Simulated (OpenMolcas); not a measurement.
# W²⁺: multiconfigurational calculation (part 2 of 2)

Continued. System: W²⁺. Method: state-averaged CASSCF, active space 4 electrons in the shells 5d 6s, basis ANO-RCC-VTZP, DKH2 scalar Hamiltonian, spin-orbit coupling by RASSI with atomic mean-field integrals (OpenMolcas).

### Log (extracts), continued
```
--- RASSI ---
SPIN-FREE ENERGIES:
  (Shifted by EMIN (a.u.) =     -16126.5871464847)

 SF State       Relative EMIN(au)   Rel lowest level(eV)    D:o, cm**(-1)      L_eff

     1             0.0000000000        0.0000000000              0.0000         2.0
     2             0.0000000000        0.0000000000              0.0000         2.0
     3             0.0000000000        0.0000000000              0.0000         2.0
     4             0.0000000000        0.0000000000              0.0000         2.0
     5             0.0000000000        0.0000000000              0.0000         2.0
    16             0.0455551373        1.2396184371           9998.1970         1.0
    17             0.0455551373        1.2396184371           9998.1970         1.0
    18             0.0455551373        1.2396184371           9998.1970         1.0
     9             0.0486348744        1.3234223519          10674.1211         3.0
    10             0.0486348744        1.3234223519          10674.1211         3.0
    11             0.0486348744        1.3234223519          10674.1211         3.0
    12             0.0486348744        1.3234223519          10674.1211         3.0
     6             0.0486348744        1.3234223519          10674.1211         3.0
     7             0.0486348744        1.3234223519          10674.1211         3.0
     8             0.0486348744        1.3234223519          10674.1211         3.0
    19             0.0582679686        1.5855521991          12788.3409         3.0
    20             0.0582679686        1.5855521991          12788.3409         3.0
    21             0.0582679686        1.5855521991          12788.3409         3.0
    22             0.0582679686        1.5855521991          12788.3409         3.0
    23             0.0582679686        1.5855521991          12788.3409         3.0
    24             0.0582679686        1.5855521991          12788.3409         3.0
    25             0.0582679686        1.5855521991          12788.3409         3.0
    26             0.0630842953        1.7166111257          13845.4025         5.0
    27             0.0630842953        1.7166111257          13845.4025         5.0
    28             0.0630842953        1.7166111257          13845.4025         5.0
    29             0.0630842953        1.7166111257          13845.4025         5.0
    30             0.0630842953        1.7166111257          13845.4025         5.0
    31             0.0630842953        1.7166111257          13845.4025         5.0
    32             0.0630842953        1.7166111257          13845.4025         5.0
    33             0.0630842953        1.7166111257          13845.4025         5.0
    34             0.0630842953        1.7166111257          13845.4025         5.0
    35             0.0630842953        1.7166111257          13845.4025         5.0
    36             0.0630842953        1.7166111257          13845.4025         5.0
    37             0.0727711409        1.9802036227          15971.4193         4.0
    38             0.0727711409        1.9802036227          15971.4193         4.0
    39             0.0727711409        1.9802036227          15971.4193         4.0
    40             0.0727711409        1.9802036227          15971.4193         4.0
    41             0.0727711409        1.9802036227          15971.4193         4.0
    42             0.0727711409        1.9802036227          15971.4193         4.0
    43             0.0727711409        1.9802036227          15971.4193         4.0
Eigenvalues of complex Hamiltonian:
   -----------------------------------
  (Shifted by EMIN (a.u.) =     -16126.5871464847)

 SO State       Relative EMIN(au)   Rel lowest level(eV)    D:o, cm**(-1)     J-value

     1            -0.0334574663        0.0000000000              0.0000        -0.0
     2            -0.0238577623        0.2612212538           2106.8915         0.6
     3            -0.0238577623        0.2612212538           2106.8915         1.0
     4            -0.0238577623        0.2612212538           2106.8915         0.6
     5            -0.0135467134        0.5417991876           4369.9052         1.4
     6            -0.0135467134        0.5417991876           4369.9052         1.7
     7            -0.0135467134        0.5417991876           4369.9052         1.7
     8            -0.0135467134        0.5417991876           4369.9052         1.5
     9            -0.0135467134        0.5417991876           4369.9052         1.5
    10            -0.0045372298        0.7869597270           6347.2583         1.8
    11            -0.0045372298        0.7869597270           6347.2583         2.5
    12            -0.0045372298        0.7869597270           6347.2583         2.1
    13            -0.0045372298        0.7869597270           6347.2583         2.5
    14            -0.0045372298        0.7869597270           6347.2583         2.6
    15            -0.0045372298        0.7869597270           6347.2583         2.9
    16            -0.0045372298        0.7869597270           6347.2583         2.0
    17             0.0029950149        0.9919225477           8000.3949         3.6
    18             0.0029950149        0.9919225477           8000.3949         3.8
    19             0.0029950149        0.9919225477           8000.3949         3.3
    20             0.0029950149        0.9919225476           8000.3949         2.4
    21             0.0029950149        0.9919225476           8000.3949         3.0
    22             0.0029950149        0.9919225477           8000.3949         2.8
    23             0.0029950149        0.9919225477           8000.3949         3.2
    24             0.0029950149        0.9919225476           8000.3949         2.8
    25             0.0029950149        0.9919225476           8000.3949         3.5
    26             0.0194544386        1.4398062837          11612.8208         0.6
    27             0.0194544386        1.4398062837          11612.8208         1.0
    28             0.0194544386        1.4398062836          11612.8208         0.6
    29             0.0198641235        1.4509543769          11702.7363        -0.0
    30             0.0264076059        1.6290116044          13138.8647         1.7
    31             0.0264076059        1.6290116044          13138.8647         1.8
    32             0.0264076059        1.6290116044          13138.8647         1.0
    33             0.0264076059        1.6290116044          13138.8647         1.8
    34             0.0264076059        1.6290116043          13138.8647         1.4
    35             0.0346788106        1.8540825481          14954.1843         0.6
    36             0.0346788105        1.8540825478          14954.1843         0.6
    37             0.0346788105        1.8540825478          14954.1843         1.0
    38             0.0368469477        1.9130805648          15430.0354         2.5
    39             0.0368469477        1.9130805648          15430.0354         1.8
    40             0.0368469477        1.9130805648          15430.0354         2.7
    41             0.0368469477        1.9130805648          15430.0354         2.4
Weights of the five most important spin-orbit-free states for each spin-orbit state.

 SO State  Total energy (au)           Spin-free states, spin, and weights
 -------------------------------------------------------------------------------------------------------
    1        -0.033457       1 2.0  0.1454    3 2.0  0.1454    2 2.0  0.1454    4 2.0  0.1454    5 2.0  0.1454
    2        -0.023858       5 2.0  0.3206    4 2.0  0.3139    2 2.0  0.1019    3 2.0  0.0947   17 1.0  0.0611
    3        -0.023858       3 2.0  0.3265    1 2.0  0.2198    4 2.0  0.1102    5 2.0  0.1076    2 2.0  0.1051
    4        -0.023858       2 2.0  0.3145    1 2.0  0.2635    3 2.0  0.1004    4 2.0  0.0975    5 2.0  0.0933
    5        -0.013547       2 2.0  0.2179    4 2.0  0.2113    5 2.0  0.1811    3 2.0  0.1731    1 2.0  0.1629
    6        -0.013547       5 2.0  0.2439    1 2.0  0.2241    3 2.0  0.1948    2 2.0  0.1892    4 2.0  0.0943
    7        -0.013547       4 2.0  0.2578    1 2.0  0.2093    5 2.0  0.2010    3 2.0  0.1888    2 2.0  0.0894
    8        -0.013547       3 2.0  0.2331    5 2.0  0.2096    2 2.0  0.2036    4 2.0  0.1660    1 2.0  0.1340
    9        -0.013547       2 2.0  0.2462    4 2.0  0.2169    1 2.0  0.2159    3 2.0  0.1566    5 2.0  0.1107
   10        -0.004537       1 2.0  0.2431    4 2.0  0.2322    3 2.0  0.2223    2 2.0  0.1768    5 2.0  0.0609
   11        -0.004537       2 2.0  0.2390    3 2.0  0.2337    4 2.0  0.1986    1 2.0  0.1558    5 2.0  0.1082
   12        -0.004537       3 2.0  0.2908    4 2.0  0.2455    1 2.0  0.2102    2 2.0  0.1157    5 2.0  0.0731
```

### Spin-orbit levels, grouped by J and assigned (the lowest 25)

| Configuration | Level | E (cm⁻¹) | LS purity (%) | Landé g |
| --- | --- | --- | --- | --- |
| 5d⁴ | ⁵D₀ | 0 | 73 | – |
| 5d⁴ | ⁵D₁ | 2,107 | 87 | 1.500 |
| 5d⁴ | ⁵D₂ | 4,370 | 95 | 1.488 |
| 5d⁴ | ⁵D₃ | 6,347 | 94 | 1.478 |
| 5d⁴ | ⁵D₄ | 8,000 | 85 | 1.459 |
| 5d³ 6s | ⁵F₁ | 11,610 | 92 | 0.053 |
| 5d⁴ | ³P₀ | 11,700 | 68 | – |
| 5d³ 6s | ⁵F₂ | 13,140 | 93 | 1.007 |
| 5d⁴ | ³P₁ | 14,950 | 82 | 1.439 |
| 5d³ 6s | ⁵F₃ | 15,430 | 96 | 1.245 |
| 5d⁴ | J = 4 (even, mixed) | 16,290 | 53 | 0.967 |
| 5d⁴ | ³F₂ | 16,760 | 76 | 0.763 |
| 5d⁴ | J = 3 (even, mixed) | 17,740 | 51 | 0.956 |
| 5d³ 6s | ⁵F₄ | 18,030 | 92 | 1.318 |
| 5d⁴ | ³P₂ | 19,320 | 76 | 1.433 |
| 5d⁴ | ³H₅ | 19,410 | 66 | 1.110 |
| 5d³ 6s | ⁵F₅ | 20,630 | 75 | 1.322 |
| 5d⁴ | J = 4 (even, mixed) | 20,980 | 43 | 1.086 |
| 5d⁴ | ³H₆ | 21,250 | 86 | 1.144 |
| 5d⁴ | J = 3 (even, mixed) | 23,130 | 48 | 0.931 |
| 5d⁴ | ³G₄ | 23,860 | 56 | 1.095 |
| 5d⁴ | J = 2 (even, mixed) | 24,880 | 34 | 1.165 |
| 5d³ 6s | ⁵P₁ | 25,950 | 85 | 2.350 |
| 5d⁴ | ³G₅ | 26,280 | 72 | 1.191 |
| 5d³ 6s | J = 2 (even, mixed) | 26,440 | 52 | 1.557 |

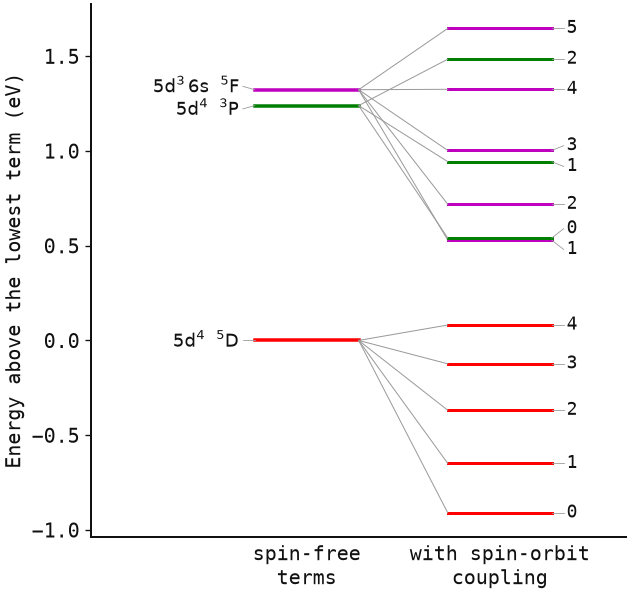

Terms of W²⁺ (tungsten, Z = 74) without and with spin-orbit coupling; numbers at the right are J. 5d⁴ ⁵D (at 0) splits over 0.992 eV into J = 0, 1, 2, 3, 4 from the bottom up (normal); 5d⁴ ³P (at 1.24 eV) splits over 0.944 eV into J = 0, 1, 2 from the bottom up (normal); 5d³ 6s ⁵F (at 1.32 eV) splits over 1.12 eV into J = 1, 2, 3, 4, 5 from the bottom up (normal). The ground level lies 0.910 eV below the lowest term.

Outcome of the run: converged.
